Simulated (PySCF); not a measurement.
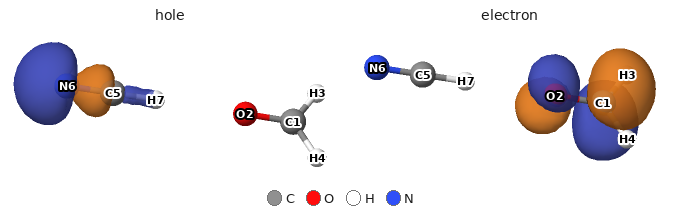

C2H3NO, SMILES `C=O.C#N`. Leading natural transition orbital pair of S₄ (TDA singlet states); the surfaces enclose about 85 % of each orbital's density.

Method: PBE0/def2-SVP; geometry: GFN2-xTB; program: PySCF. The pair's geometry is semi-empirical, so its contact may be too short or too long. Without diffuse functions Rydberg states are missing, so the states' numbers hold for this basis only.

The calculation's input:

```python
import numpy as np
from pyscf import gto, scf, dft, tdscf
from pyscf.scf import atom_ks, atom_hf
from scipy.linalg import block_diag

def solve(mol, dm0=None, hcore=None):
    mf = (dft.UKS if mol.spin else dft.RKS)(mol, xc='pbe0')
    mf.grids.level = 3
    mf = mf.density_fit(auxbasis='def2-universal-jkfit')
    mf.conv_tol, mf.max_cycle = 1e-8, 80
    if hcore is not None:
        mf.get_hcore = lambda *args: hcore
    mf.kernel(dm0)
    if not mf.converged:
        mf = mf.newton().run(mf.mo_coeff, mf.mo_occ, max_cycle=30)
    assert mf.converged, 'SCF not converged'
    return mf

mol = gto.M(atom='''
C     -2.60579    -0.00268    -0.00730
O     -1.41258     0.00386     0.01098
H     -3.19400    -0.93381    -0.01588
H     -3.20403     0.92200    -0.01680
C      1.88721     0.00121     0.00415
N      3.02600    -0.00207    -0.00725
H      0.82823     0.00423     0.01450
''', basis='def2-svp', charge=0, spin=0, verbose=4)
mf = solve(mol)
td = mf.TDA()
td.nstates, td.singlet, td.conv_tol = 5, True, 1e-5
td.kernel()
td.analyze()
x, y = np.array([p[0] for p in td.xy]), np.array([p[1] + 0 * p[0] for p in td.xy])
f, mu = td.oscillator_strength(), td.transition_dipole()
nto = [td.get_nto(state=i + 1, verbose=4) for i in range(len(td.e))]
# spherically averaged free atoms, for the promolecule
atm = atom_ks.get_atm_nrks(mol, xc='pbe0')
pro = block_diag(*[(atm[a[0]][2] * atm[a[0]][3]) @ atm[a[0]][2].T for a in mol._atom])
np.savez('result.npz', e=td.e, f=f, ok=td.converged, w=[n[0] for n in nto], nto=[n[1] for n in nto], x=x, y=y, c=mf.mo_coeff, occ=mf.mo_occ, eps=mf.mo_energy, pro=pro, mu=mu)
```

Launched as:

```sh
OMP_NUM_THREADS=1 python input.py
```

The run took 49 s on 1 thread of Arm Neoverse V1 (shared host), peak memory 0.42 GiB.

**Characterise the state.**

7.92 eV (156 nm), f = 0.000 (very weak), charge transfer, whose energy this functional puts too low; the leading pair carries 100 %; hole on N6 (84 %) and C5 (13 %), electron on C1 (51 %), O2 (36 %) and H3 and H4 (6 % each); their centroids lie 5.4 Å apart. In canonical orbitals it is mainly HOMO−3 → LUMO (100 %). The HOMO–LUMO gap is 6.73 eV.
